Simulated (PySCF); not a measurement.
**Ca: atomic calculation**

- system: Ca, configuration 1s2 2s2 2p6 3s2 3p6 4p2, multiplicity 3.
- method: unrestricted r2SCAN, ANO-RCC-VTZP, spin-free X2C-1e, Gaussian nucleus (PySCF)

**Summary**

| quantity | value |
| --- | --- |
| outcome | converged |
| total energy | −680.250772 hartree |
| ⟨S²⟩ | 2.000 |
| ⟨L²⟩ | 2.00 |
| SCF iterations | 5 |
| hardware | 1 CPU thread, shared host |
| CPU time | 2 s (integrals apart) |

**Remarks**

The driver held the occupations shell by shell, and empty s levels lie below the filled 4p. This is not the ground configuration of the species.

**The input**
```python
from pyscf import gto, scf, dft, mp, cc
import basis_set_exchange as bse
mol = gto.M(atom="Ca 0 0 0", charge=0, spin=2, symmetry="D2h",
            basis=gto.basis.parse(bse.get_basis("ANO-RCC-VTZP", elements=["Ca"], fmt="nwchem")),
            nucmod="G")
mf = dft.UKS(mol, xc="R2SCAN").sfx2c1e()
mf.irrep_nelec = {'Ag': (3, 3), 'B1u': (3, 2), 'B2u': (3, 2), 'B3u': (2, 2)}
mf.kernel()
```

The script is an equivalent of what the driver set up; the driver started from orbitals of its own, so the log can be shorter than this script's would be, and it computed the properties (radii, ⟨L²⟩, response) afterwards. It held the occupations shell by shell, which the script's counts by irreducible representation don't always enforce.

**Output (extracts)**
```
damping factor = 0
level_shift factor = 0
DIIS = <class 'pyscf.scf.diis.CDIIS'>
diis_start_cycle = 1
diis_space = 10
diis_damp = 0
SCF conv_tol = 1e-09
SCF conv_tol_grad = None
number electrons alpha = 11  beta = 9
XC functionals = R2SCAN
    J. W. Furness, A. D. Kaplan, J. Ning, J. P. Perdew, and J. Sun.,  J. Phys. Chem. Lett. 11, 8208-8215 (2020)
    J. W. Furness, A. D. Kaplan, J. Ning, J. P. Perdew, and J. Sun.,  J. Phys. Chem. Lett. 11, 9248-9248 (2020)
    J. W. Furness, A. D. Kaplan, J. Ning, J. P. Perdew, and J. Sun.,  J. Phys. Chem. Lett. 11, 8208-8215 (2020)
    J. W. Furness, A. D. Kaplan, J. Ning, J. P. Perdew, and J. Sun.,  J. Phys. Chem. Lett. 11, 9248-9248 (2020)
cycle= 1 E= -680.250722058669  delta_E= -0.00309  |g|= 0.0113  |ddm|= 0.103
cycle= 2 E= -680.250762263046  delta_E= -4.02e-05  |g|= 0.00574  |ddm|= 0.0114
cycle= 3 E= -680.250771652508  delta_E= -9.39e-06  |g|= 0.000454  |ddm|= 0.00341
cycle= 4 E= -680.250771682578  delta_E= -3.01e-08  |g|= 2.54e-05  |ddm|= 0.000151
cycle= 5 E= -680.250771682902  delta_E= -3.24e-10  |g|= 1.26e-06  |ddm|= 2.07e-05
converged SCF energy = -680.250771682902  <S^2> = 2.0000363  2S+1 = 3.0000242
```

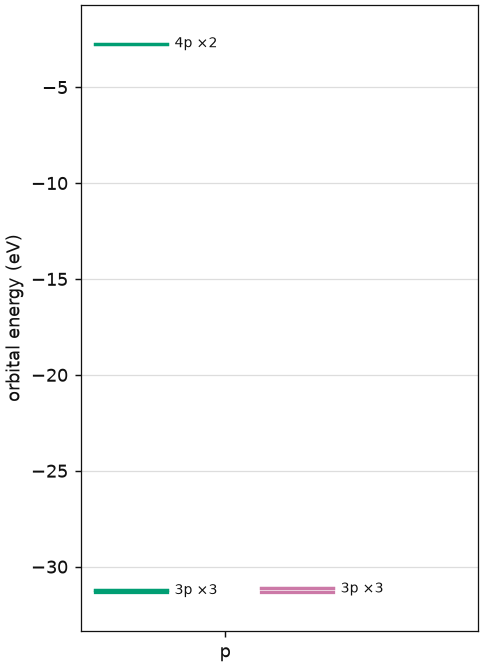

Fig. 1: Orbital energies of the mean field, from the top down to −31.3 eV, by angular momentum, α spin at the left of each column and β at the right; ×n counts the orbitals under one label. Empty levels that the record names by l alone aren't drawn. The highest filled orbital is 4p α at −2.73 eV, the lowest empty one s α at −5.15 eV.
